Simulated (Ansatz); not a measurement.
# TiIn2 (built on the sites of a database entry of HfB2): from the cell to its phonons, part 2 of 2

Wanted: phonon frequencies of TiIn2 (built on the sites of a database entry of HfB2) and what follows from them.

Ansatz 0.2.0; DFT PBEsol, scalar-relativistic, plane waves, PAW.

So far. Step 4 (Tight relaxation): The forces vanish by symmetry and the pressure is 0.002 GPa, within the tolerances set. The cell now holds 20.22 Å³/atom. The relaxed cell has a = 4.861, c = 2.964 Å (conventional setting).

The structure was built from a prototype and need not be the compound's stable phase.

**5. Zone-centre response**

The zone centre comes first: it holds the modes that light can see, as far as symmetry allows. No field response is asked, since the mesh shows no gap.

The input, input.yaml:

```yaml
crystal:
  lattice:
    - [4.8611268095, 0.0, 0.0]
    - [-2.4305634048, 4.2098593081, 0.0]
    - [0.0, 0.0, 2.9644665336]
  atoms:
    - { symbol: Ti, position: [0.0, 0.0, 0.0] }
    - { symbol: In, position: [0.3333333333, 0.6666666667, 0.5] }
    - { symbol: In, position: [0.6666666667, 0.3333333333, 0.5] }
kpoints:
  mp_grid: { grid: [10, 10, 12] }
hamiltonian:
  xc: pbesol
scf:
  occupations: { method: methfessel_paxton, width: 0.15 }
output:
  eigenvalues: true
phonons:
  method: dfpt
```

Started as:

```bash
> ansatz run input.yaml --threads 8 --pin off --max-ram 14336MiB --backend cpu --events-out ev --progress --plain --runs-dir out
```

Numbers of over 12 decimals in the logs are rounded to 6 here.

The log of the run:

```text
zone centre: on kpoints.mp_grid the ground state, and the responses unless they are solved on pairs of k-points, stand on 217 of the mesh's 1200 k-points, reduced under 4 symmetry operations, with k and −k counted as one. Each operation leaves every solved displacement unchanged or reverses it
[...]
Crystal: 3 atoms, lattice volume = 60.667 Å³
Basis set: ecut = 420 eV, 1179 PW (Γ), exchange–correlation on 72×72×40 points (8 copies of the dense FFT grid, shifted against one another)
Bands: 23, of which v1, the nominal top of the filled ones, is band 19 counted from 1 (18 counted from 0)
Symmetry: 24 space group operations
k-points: 217 of 1200 (irreducible under 4 space group operations, time reversal used)
[...]
SCF iter   1: F=—  HF=-13524.605882 eV  |F-HF|=—  |Δ(HF+E_count)|=         —  Δρ=8.02e-3  dr2=5.08e-2  ethr=1.77e-3  ⟨swp⟩=5.5  Hψ=23157  notcnv=0
[...]
SCF iter   9: F=-13524.595865 eV  HF=-13524.595865 eV  |F-HF|=1.82e-12  |Δ(HF+E_count)|=  2.00e-11  S|Δr|=    0.00e0  Δρ=4.24e-8  dr2=8.62e-13  ethr=1.00e-12  ⟨swp⟩=5.3  Hψ=19927  notcnv=0
SCF 1 converged in 9 iterations: F = -13524.595865 eV  dr2 = 8.62e-13
[...]
DFPT response loops at Γ: preconditioner auto → Kerker (q_TF=auto, 2.524 Å⁻¹) (partly filled bands, converged f_vac=0.000); β = 1.00, the filter's whole step (`scf.mixing.beta` (0.50) is not read by the response loops under this deck's `scf.mixing.preconditioner`; to damp them name `kerker` or `kerker_dos`, under which they read `scf.mixing.beta`, and type it under 1.00, their step now; both keys bind the ground state too); Broyden in place of MSR1
SCF converged after 9 iterations
[...]
Free energy (F): -13524.595865 eV
[...]
Internal energy: -13524.591911 eV  (E = F + TS)
E sigma→0 (E₀):  -13524.594876 eV
Entropy (-TS):   -0.003954 eV (-1.318 meV/atom)
Fermi energy:    13.120718 eV
[...]
--- Band table (eV; the first three rows and the last of 217) ---
  k-point 0: bands = [... 15 lower, 10.4232, 10.4232, 11.2954, 12.1220, 14.0021, 14.0021, 14.8523, 14.8523]
  k-point 1: bands = [... 15 lower, 10.5549, 10.5549, 11.3938, 12.2536, 13.7425, 13.7425, 15.1772, 15.1772]
  k-point 2: bands = [... 15 lower, 10.9373, 10.9373, 11.6957, 12.5602, 13.3168, 13.3168, 15.8134, 15.8134]
  k-point 216: bands = [... 15 lower, 9.6447, 9.9595, 11.2078, 11.4018, 13.9040, 14.1559, 14.2741, 15.0072]
--- Phonons (Γ-DFPT): 4 representative perturbations + reference, on 217 of 1200 k-points (Σ response iterations 12) ---
  k mesh reduced under 4 symmetry operations, with k and −k counted as one. Each operation leaves every solved displacement unchanged or reverses it
  ASR residual: 3.031e-5 → 0.000e0 eV/Å²; symmetrization residual: 2.165e-6 eV/Å²
  ASR residual per site (eV/Å²): 3.03e-5 1.95e-5 1.95e-5
  Γ frequencies (cm⁻¹): 0.00 0.00 0.00 30.83 120.49 120.49 134.88 161.00 161.00
  non-analytic LO–TO correction: not included (Born effective charges unavailable; polar crystals: no LO–TO splitting at Γ)
```

Wall time 2.1 min (8 threads of Arm Neoverse N1, shared host); peak memory 1.4 GiB.

In the SCF lines HF is the Harris–Foulkes energy and dr2 the Hartree energy of the density residual, in eV; the loop may stop once dr2 is under the threshold and the program's other checks hold. Hψ counts applications of the Hamiltonian.

This step gave:

```
sum-rule residual before enforcement                    : 3.03e-5 eV/Å²
point group                                             : 6/mmm
highest optical mode at the zone centre (no LO-TO term) : 161 cm⁻¹
lowest optical zone-centre mode                         : 30.83 cm⁻¹
```

Patterns of degenerate modes are one choice out of their space. Modes at Γ, with each element's share of the kinetic energy:

```tsv
mode	frequency (cm⁻¹)	symmetry	Ti %	In %
1	0.0	acoustic	17	83
2	0.0	acoustic	17	83
3	0.0	acoustic	17	83
4	30.8	B1g	0	100
5	120.5	E1u	83	17
6	120.5	E1u	83	17
7	134.9	A2u	83	17
8	161.0	E2g	0	100
9	161.0	E2g	0	100
```

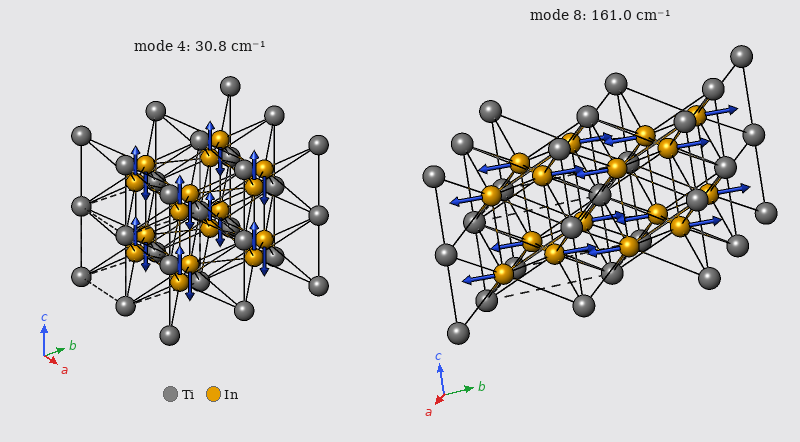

Displacement patterns of modes 4 and 8 at Γ; arrows are exaggerated. 2×2×2 cells are drawn. Some periodic images of atoms are drawn too.

Before it was imposed, the acoustic sum rule was missed by 3.0e-5 eV/Å². Small misses are needed for a sound result but don't prove that mesh and cutoff are converged. The lowest optical mode is real, 30.8 cm⁻¹.

**6. Phonons on a q mesh**

Stability and thermal properties need the whole zone. Linear response on a 2×2×4 q mesh gives force constants as far as a supercell of that size would.

Changes to input.yaml since step 5:

```diff
@@ -19 +19,9 @@
   method: dfpt
+  qmesh: [2, 2, 4]
+  temperatures: { t_max: 1000, t_step: 50 }
+  qpath:
+    path:
+      - [[0.0, 0.0, 0.0], [0.5, 0.0, 0.0], [0.33333333, 0.33333333, 0.0], [0.0, 0.0, 0.0], [0.0, 0.0, 0.5], [0.5, 0.0, 0.5], [0.33333333, 0.33333333, 0.5], [0.0, 0.0, 0.5]]
+      - [[0.5, 0.0, 0.5], [0.5, 0.0, 0.0]]
+      - [[0.33333333, 0.33333333, 0.5], [0.33333333, 0.33333333, 0.0]]
+    npoints: 10
```

The log of the run:

```text
Warning: phonons: the dynamical matrix that this run interpolates holds no multipole term above the dipole-dipole one, and a site of this crystal is no centre of inversion, so its interpolated transverse optical and acoustic branches and sound speeds can stay off near Gamma, and the density of states and the thermodynamics with them. What a run solves at a wave vector of phonons.qpoints, Gamma apart, where the deck admits one, is free of this, and under fd what a larger phonons.supercell samples
[...]
Crystal: 3 atoms, lattice volume = 60.667 Å³
Basis set: ecut = 420 eV, 1179 PW (Γ), exchange–correlation on 72×72×40 points (8 copies of the dense FFT grid, shifted against one another)
Bands: 23, of which v1, the nominal top of the filled ones, is band 19 counted from 1 (18 counted from 0)
Symmetry: 24 space group operations
k-points: 98 of 1200
[...]
SCF iter   1: F=—  HF=-13524.605883 eV  |F-HF|=—  |Δ(HF+E_count)|=         —  Δρ=8.02e-3  dr2=5.07e-2  ethr=1.77e-3  ⟨swp⟩=5.6  Hψ=10478  notcnv=0
[...]
SCF iter   9: F=-13524.595865 eV  HF=-13524.595865 eV  |F-HF|=3.64e-12  |Δ(HF+E_count)|=  1.27e-11  S|Δr|=    0.00e0  Δρ=4.24e-8  dr2=8.66e-13  ethr=1.00e-12  ⟨swp⟩=5.3  Hψ=9020  notcnv=0
SCF 1 converged in 9 iterations: F = -13524.595865 eV  dr2 = 8.66e-13
[...]
SCF iter   3: F=-13524.595865 eV  HF=-13524.595865 eV  |F-HF|=1.82e-12  |Δ(HF+E_count)|=  9.09e-12  S|Δr|=    0.00e0  Δρ=7.49e-8  dr2=3.14e-12  ethr=1.00e-12  ⟨swp⟩=1.0  Hψ=4915  notcnv=0
SCF 2 converged in 3 iterations: F = -13524.595865 eV  dr2 = 3.14e-12
phonons: the bands overlap, so this run is a metal and interpolates without the dipole-dipole term. If the crystal is really an insulator or semiconductor, its LO-TO splitting is missing
NSCF: frozen V_eff on 98 k-points
[...]
DFPT response loops at q = (0, 0, 0) (fractional): preconditioner auto → Kerker (q_TF=auto, 2.524 Å⁻¹) (partly filled bands, converged f_vac=0.000); β = 1.00, the filter's whole step (`scf.mixing.beta` (0.50) is not read by the response loops under this deck's `scf.mixing.preconditioner`; to damp them name `kerker` or `kerker_dos`, under which they read `scf.mixing.beta`, and type it under 1.00, their step now; both keys bind the ground state too); Broyden in place of MSR1
[...]
SCF converged after 9 iterations
[...]
Free energy (F): -13524.595865 eV
[...]
Internal energy: -13524.591911 eV  (E = F + TS)
E sigma→0 (E₀):  -13524.594876 eV
Entropy (-TS):   -0.003954 eV (-1.318 meV/atom)
Fermi energy:    13.120718 eV
[...]
--- Band table (eV; the first three rows and the last of 98) ---
  k-point 0: bands = [... 15 lower, 10.4232, 10.4232, 11.2954, 12.1220, 14.0021, 14.0021, 14.8523, 14.8523]
  k-point 1: bands = [... 15 lower, 10.5549, 10.5549, 11.3938, 12.2536, 13.7425, 13.7425, 15.1772, 15.1772]
  k-point 2: bands = [... 15 lower, 10.9373, 10.9373, 11.6957, 12.5602, 13.3168, 13.3168, 15.8134, 15.8134]
  k-point 97: bands = [... 15 lower, 9.1101, 10.4212, 10.8620, 11.4368, 13.7348, 14.2408, 14.3865, 14.5738]
--- Phonons (Γ-DFPT): 4 representative perturbations + reference (Σ response iterations 12) ---
  ASR residual: 3.131e-5 → 0.000e0 eV/Å²; symmetrization residual: 2.250e-6 eV/Å²
  ASR residual per site (eV/Å²): 3.13e-5 1.88e-5 1.88e-5
  Γ frequencies (cm⁻¹): 0.00 0.00 0.00 30.83 120.49 120.49 134.88 161.00 161.00
--- Phonons (arbitrary-q DFPT): 6 irreducible q on the 2×2×4 mesh ---
  q = [0.0000, 0.0000, 0.0000] (star 1, of the zone-centre solve; hermiticity 7.50e-7, symmetrization 2.38e-10): -0.00 0.00 0.00 30.83 120.49 120.49 134.88 161.00 161.00
  q = [0.0000, 0.0000, 0.2500] (star 2, 4 solved perturbations in 1080 linear systems a pass and spin channel, the states on 372 of 1200 k-point pairs; hermiticity 1.28e-6, symmetrization 2.17e-9): 52.24 52.24 96.49 109.01 123.96 123.96 161.54 161.54 171.39
[...]
q = [0.0000, -0.5000, 0.0000] (star 3, 6 solved perturbations on 217 of 1200 k-point pairs; hermiticity 2.99e-6, symmetrization 2.68e-10): -121.84 -33.21 41.96 49.94 66.39 118.58 144.11 147.44 180.29
[...]
sum rule: each row above includes the acoustic sum rule's correction from the zone centre's row sums; it moved no ω² by more than (0.42 cm⁻¹)²
  mesh force constants: q→R imaginary residual 1.03e-17; ASR residual 3.131e-5 → 0.000e0 eV/Å²; symmetrization residual 7.105e-15 eV/Å²
  interpolated dispersion: 93 rows × 9 modes
  density of states and harmonic sums: on the 16×16×24 q-mesh, interpolated from the force constants of a 2×2×4 supercell (no non-analytic term)
  largest difference from the sums on the solved wave vectors: F 7.56e-3 eV, S 1.80e-5 and C_V 1.24e-5 eV/K
  zero-point energy: 0.058963 eV/cell   skipped modes (ω ≤ 0): 307, of them read as no rigid motion or as one in doubt: 304 (8.154e-1 modes/cell left out, lowest -121.84 cm⁻¹)   left out of the sums: 9.07e-2 of the cell's modes: C_V's classical limit lies that fraction below 3 k_B per atom; for a crystal, a wire or a layer, F and S can be off by more, and a phonons.interpolated_qmesh denser along its periods is the remedy for the sampling
```

The job ended after 8.4 min (8 threads; peak memory 1.8 GiB; 38 min of CPU time).

Numbers from this step:

* sum-rule residual before enforcement: 3.13e-5 eV/Å²
* lowest frequency on the path: -121.8 cm⁻¹
* highest frequency on the path or at a solved wavevector: 190.9 cm⁻¹
* lowest mode on the q mesh (acoustic modes at Γ apart): -121.8 cm⁻¹

Frequencies (cm⁻¹) solved at each irreducible wavevector; negative means imaginary. Frequencies by wavevector, by row:

```tsv
q in reciprocal lattice units	star	mode 1	mode 2	mode 3	mode 4	mode 5	mode 6	mode 7	mode 8	mode 9
0 0 0	1	0	0	0	30.8	120.5	120.5	134.9	161	161
0 0 0.25	2	52.2	52.2	96.5	109	124	124	161.5	161.5	171.4
0 0 -0.5	1	61.5	61.5	133.2	139	149.8	149.8	160.2	162.2	162.2
0 -0.5 0	3	-121.8	-33.2	42	49.9	66.4	118.6	144.1	147.4	180.3
0 -0.5 0.25	6	-77.8	10.5	76.6	92.7	103.5	142	149.3	165.1	177.2
0 -0.5 -0.5	3	33.7	98.2	107	111.5	123.3	142.4	163.7	168.1	190.9
```

Interpolated from a 2×2×4 q mesh. Phonon branches along the path, in cm⁻¹:

```tsv
point	branch 1	branch 2	branch 3	branch 4	branch 5	branch 6	branch 7	branch 8	branch 9
Γ	0	0	0	31	120	120	135	161	161
M	-122	-33	42	50	66	119	144	147	180
K	-76	-76	-48	47	47	136	136	150	173
Γ	0	0	0	31	120	120	135	161	161
A	62	62	133	139	150	150	160	162	162
L	34	98	107	112	123	142	164	168	191
H	20	102	102	125	125	129	172	172	182
A	62	62	133	139	150	150	160	162	162
jump to L	34	98	107	112	123	142	164	168	191
M	-122	-33	42	50	66	119	144	147	180
jump to H	20	102	102	125	125	129	172	172	182
K	-76	-76	-48	47	47	136	136	150	173
```

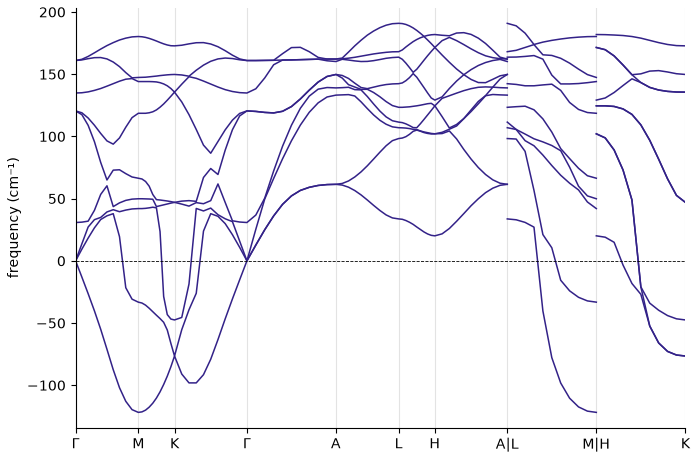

Phonon branches along the path.

The phonon density of states has structure finer than the step of the table below, so its rows give means over 20 cm⁻¹, whole bins alone (the curve runs from -122 to 192 cm⁻¹). Peaks (cm⁻¹: height): 102.5: 0.0526, 142.5: 0.0846, 162.5: 0.0987, 177.5: 0.111.

Tetrahedra on a 16×16×24 mesh, mean over bins of 5 cm-1. Interpolated from a 2×2×4 q mesh. The phonon density of states by wavenumber; means over each step:

```tsv
wavenumber (cm⁻¹)	phonon density of states (1/cm⁻¹/cell)
-100	0.00744
-80	0.00641
-60	0.00527
-40	0.00887
-20	0.00793
0	0.00582
20	0.0127
40	0.0312
60	0.0380
80	0.0431
100	0.0497
120	0.0415
140	0.0585
160	0.0793
180	0.0520
```

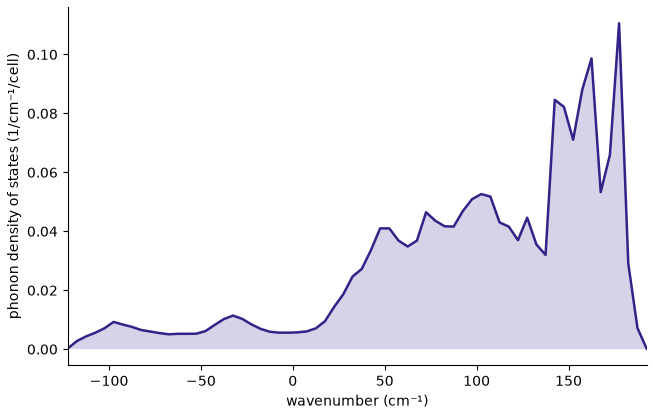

Phonon density of states, plotted against wavenumber.

The partial phonon density of states has structure finer than the step of the table below, so its rows give means over 25 cm⁻¹, whole bins alone (the curve runs from -130 to 206 cm⁻¹). Peaks (cm⁻¹: height): In 47.2: 0.0361, 95.9: 0.0372, 144.5: 0.0457, 161.4: 0.0716, 176.2: 0.0795; Ti -98.8: 0.00862, 106.4: 0.0234, 148.7: 0.0466.

Phonopy on the run's constants, 13x13x19 mesh, Gaussian sigma 2.4 cm-1. Interpolated from a 2×2×4 q mesh. Partial phonon density of states against wavenumber; means over each step; values in 1/cm⁻¹/cell:

```tsv
wavenumber (cm⁻¹)	In	Ti
-100	0.00105	0.00615
-75	0.00136	0.00442
-50	0.00396	0.00311
-25	0.00774	0.00119
0	0.00352	0.00117
25	0.0156	0.00170
50	0.0315	0.00572
75	0.0317	0.00922
100	0.0304	0.0185
125	0.0221	0.0173
150	0.0433	0.0347
175	0.0472	0.0153
```

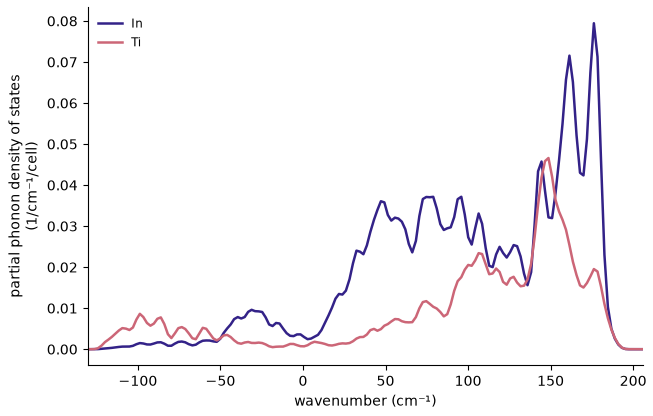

Partial phonon density of states against wavenumber.

Symmetry leaves 6 wavevectors to solve. The lowest mode among them, the acoustic zeros apart, lies at q = (0, -0.5, 0) and is imaginary, 121.8i cm⁻¹, so the energy falls along it.

**7. Isotope substitution, element In, natural mass 114.818 amu**

An isotope changes the mass and not the force constants, so no new electronic calculation is needed; the shifts show which modes move this element.

The same force constants with the mass of In changed from 114.818 to 112.904 u (phonopy, no LO-TO term). Both lists are sorted by frequency; levels can cross, so a row need not hold one and the same mode. Modes under 3 cm⁻¹ are left out. Isotope shifts, by row:

```tsv
q	rank	natural mass (cm⁻¹)	changed mass (cm⁻¹)
0 0 0	4	30.83	31.09
0 0 0	5	120.5	120.7
0 0 0	6	120.5	120.7
0 0 0	7	134.9	135.1
0 0 0	8	161	162.4
0 0 0	9	161	162.4
0 0 0.25	1	52.24	52.66
0 0 0.25	2	52.24	52.66
0 0 0.25	3	96.49	97.31
0 0 0.25	4	109	109.8
0 0 0.25	5	124	124
0 0 0.25	6	124	124
0 0 0.25	7	161.5	162.9
0 0 0.25	8	161.5	162.9
0 0 0.25	9	171.4	171.7
0 0 -0.5	1	61.52	62.03
0 0 -0.5	2	61.52	62.03
0 0 -0.5	3	133.2	134.4
0 0 -0.5	4	139	139
0 0 -0.5	5	149.8	149.8
0 0 -0.5	6	149.8	149.8
0 0 -0.5	7	160.2	161.6
0 0 -0.5	8	162.2	163.6
0 0 -0.5	9	162.2	163.6
0 -0.5 0	1	-121.8	-121.9
0 -0.5 0	2	-33.21	-33.49
0 -0.5 0	3	41.96	42.31
0 -0.5 0	4	49.94	50.36
0 -0.5 0	5	66.39	66.77
0 -0.5 0	6	118.6	118.9
0 -0.5 0	7	144.1	145.3
0 -0.5 0	8	147.4	147.4
0 -0.5 0	9	180.3	181.7
```

A mode of this element alone would shift by +0.84 %. The highest zone-centre frequency without the field goes from 161.0 to 162.4 cm⁻¹ (+0.8 %). The product of the frequency ratios over all optical modes at Γ is 1.030; the product rule, (m/m′)^(3k/2) (M′/M)^(3/2) with k = 2 such atoms and M the mass of the cell, gives 1.030.

**8. Isotope substitution, element Ti, natural mass 47.867 amu**

The same for Ti, from 47.87 to 49.94 u.

The same force constants with the mass of Ti changed from 47.867 to 49.945 u (phonopy, no LO-TO term). Both lists are sorted by frequency; levels can cross, so a row need not hold one and the same mode. Modes under 3 cm⁻¹ are left out. Isotope shifts, by row:

```tsv
q	rank	natural mass (cm⁻¹)	changed mass (cm⁻¹)
0 0 0	4	30.83	30.83
0 0 0	5	120.5	118.4
0 0 0	6	120.5	118.4
0 0 0	7	134.9	132.5
0 0 0	8	161	161
0 0 0	9	161	161
0 0 0.25	1	52.24	52.2
0 0 0.25	2	52.24	52.2
0 0 0.25	3	96.49	96.49
0 0 0.25	4	109	108.5
0 0 0.25	5	124	121.5
0 0 0.25	6	124	121.5
0 0 0.25	7	161.5	161.5
0 0 0.25	8	161.5	161.5
0 0 0.25	9	171.4	168.5
0 0 -0.5	1	61.52	61.52
0 0 -0.5	2	61.52	61.52
0 0 -0.5	3	133.2	133.2
0 0 -0.5	4	139	136.1
0 0 -0.5	5	149.8	146.7
0 0 -0.5	6	149.8	146.7
0 0 -0.5	7	160.2	160.2
0 0 -0.5	8	162.2	162.2
0 0 -0.5	9	162.2	162.2
0 -0.5 0	1	-121.8	-119.5
0 -0.5 0	2	-33.21	-33.21
0 -0.5 0	3	41.96	41.95
0 -0.5 0	4	49.94	49.94
0 -0.5 0	5	66.39	65.94
0 -0.5 0	6	118.6	116.9
0 -0.5 0	7	144.1	144.1
0 -0.5 0	8	147.4	144.4
0 -0.5 0	9	180.3	179.9
```

A mode of this element alone would shift by -2.10 %. The highest zone-centre frequency without the field goes from 161.0 to 161.0 cm⁻¹ (+0.0 %). The product of the frequency ratios over all optical modes at Γ is 0.949; the product rule, (m/m′)^(3k/2) (M′/M)^(3/2) with k = 1 such atoms and M the mass of the cell, gives 0.949.

**9. Summary of results**

```yaml
space_group_after_relaxation_within_0p01_a: P6/mmm
volume_per_atom: 20.2 Å³
electronic_character: no gap on this mesh
highest_optical_mode_at_the_zone_centre_no_lo_to_term: 161 cm⁻¹
lowest_optical_zone_centre_mode: 30.8 cm⁻¹
lowest_mode_on_the_q_mesh_acoustic_modes_at_gamma_apart: -122 cm⁻¹
highest_frequency_on_the_path_or_at_a_solved_wavevector: 191 cm⁻¹
imaginary_modes_on_the_2x2x4_q_mesh: yes
```

Modes are clearly imaginary (beyond 10i cm⁻¹) at 2 of the 6 irreducible wavevectors, most at q = (0, -0.5, 0) (121.8i cm⁻¹), so this structure is not a minimum of the energy. The optical modes at Γ span 31 to 161 cm⁻¹. The highest mode in this list at Γ, 161.0 cm⁻¹, is mostly motion of In (100 % of the kinetic energy). With no gap, or one that is small against the smearing, the frequencies hang on the k mesh and the smearing, most of all near Kohn anomalies. The starting cell was built on a prototype and not taken from a measurement, so the phase need not exist. These are harmonic frequencies at zero temperature: anharmonic shifts, linewidths and thermal expansion are left out.

[Logs are printed without paths, hosts, clocks, repeated set-up lines and the standing remarks that a program may print on its own settings, such as how far it seeks lower states.]

[Hosts, paths, dates, database ids (printed as entryN), source tags and the programs' standing remarks are cut or masked in the printed files.]
